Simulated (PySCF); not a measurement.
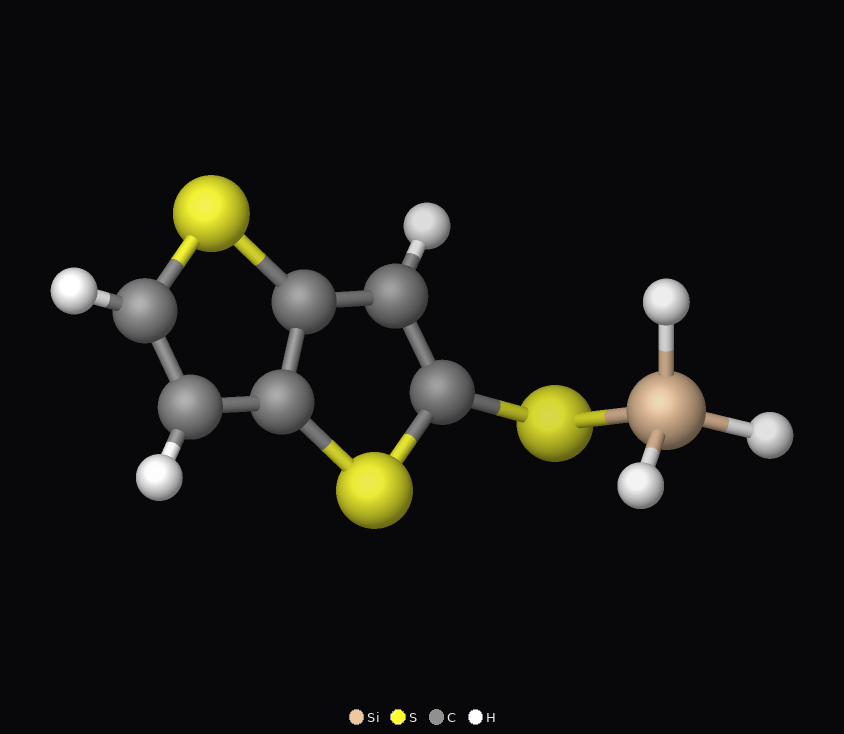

A ball-and-stick model of a molecule. Every bond is drawn as one stick, whatever its order.

**Count the atoms of each element.**

C₆H₆S₃Si, 16 atoms: 6 carbon, 6 hydrogen, 3 sulfur and 1 silicon.

**Name some functional groups or characteristic bonds that it holds.**

Among them: Si–H bond.

**How many bonds of each kind are drawn?**

5 C–S, 5 C–C, 3 Si–H, 3 C–H, 1 S–Si.

**Describe its rings.**

Independent rings (smallest set): 2 of 5 members, 2 of them aromatic.

**What is its SMILES?**

[SiH3]Sc1cc2sccc2s1

More results for the same structure follow; atom numbers are the same in all pictures, views and colours differ. The computed structure is the end point of a PBE0-D3(BJ)/def2-SVP optimisation. No frequency run is at hand to confirm it as a minimum.

## Electronic properties

No frequency run is at hand to confirm it as a minimum. Method: B3LYP/def2-SVPD, gas phase (PySCF 2.14.0). Excitations: vertical, linear response.

**Estimate the LUMO energy (Kohn–Sham orbital).**

−1.44 eV.

**Give the HOMO energy (Kohn–Sham orbital) at this level.**

−6.23 eV.

**Give the dipole moment at this level.**

1.48 D.

**Estimate the lowest vertical singlet excitation.**

4.49 eV.

## Polarisability

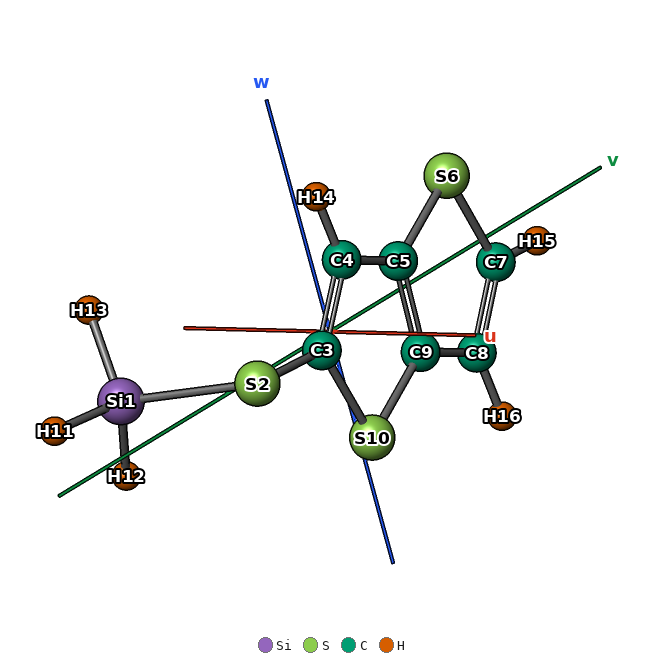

The lines u, v and w are the principal axes of the static dipole polarisability. No frequency run is at hand to confirm it as a minimum. Computed with B3LYP/def2-SVPD (PySCF 2.14.0).

**Along which axis is the molecule most polarisable, and along which least?**

Most along v (close to the long direction Si1···C7), least along u.

**Give the three principal values.**

u 109.9, v 229.8, w 143.1 bohr³; mean 160.9, anisotropy 107.2 bohr³.

## Ring current

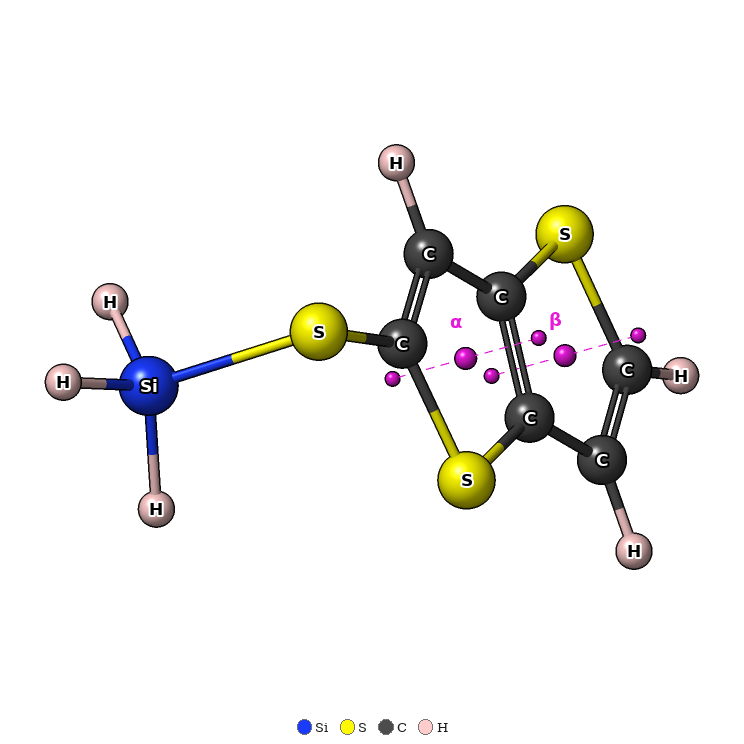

The small points mark where nucleus-independent chemical shifts (NICS) were computed: at the centre of each lettered ring and 1 Å above and below it. No frequency run is at hand to confirm it as a minimum. Method: GIAO ωB97X-D/pcSseg-1 NMR shielding, non-relativistic, gas phase (PySCF 2.14.0).

Give NICS(0), NICS(1) and the out-of-plane component NICS(1)zz for each ring (means of the two sides).

| ring | members | NICS(0) | NICS(1) | NICS(1)zz |
| --- | --- | --- | --- | --- |
| α | C4S | −10.8 | −9.7 | −20.6 |
| β | C4S | −11.5 | −10.3 | −23.2 |

Values in ppm.

**What do the values say about the ring currents?**

Ring α: diatropic, as in an aromatic ring. Ring β: diatropic, as in an aromatic ring. NICS is one index among several.

## NMR shielding

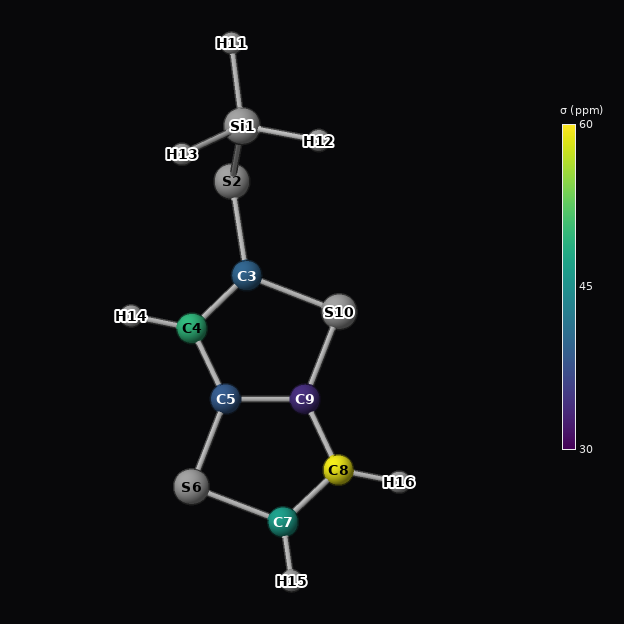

Atoms are coloured by their isotropic NMR shieldings (C only, the others grey). No frequency run is at hand to confirm it as a minimum. Level of theory: GIAO ωB97X-D/pcSseg-1 NMR shielding, non-relativistic, gas phase (PySCF 2.14.0).

**Which C atom is the most shielded (lowest chemical shift)?**

C8 (59.1 ppm).

**Which C atom is the least shielded (highest chemical shift)?**

C9 (34.0 ppm).

**How wide is the range of C shifts?**

25.1 ppm.

List the isotropic NMR shieldings of the C atoms.

```json
{"atom": "C3", "σ (ppm)": "39.7"}
{"atom": "C4", "σ (ppm)": "49.6"}
{"atom": "C5", "σ (ppm)": "38.6"}
{"atom": "C7", "σ (ppm)": "46.5"}
{"atom": "C8", "σ (ppm)": "59.1"}
{"atom": "C9", "σ (ppm)": "34.0"}
```
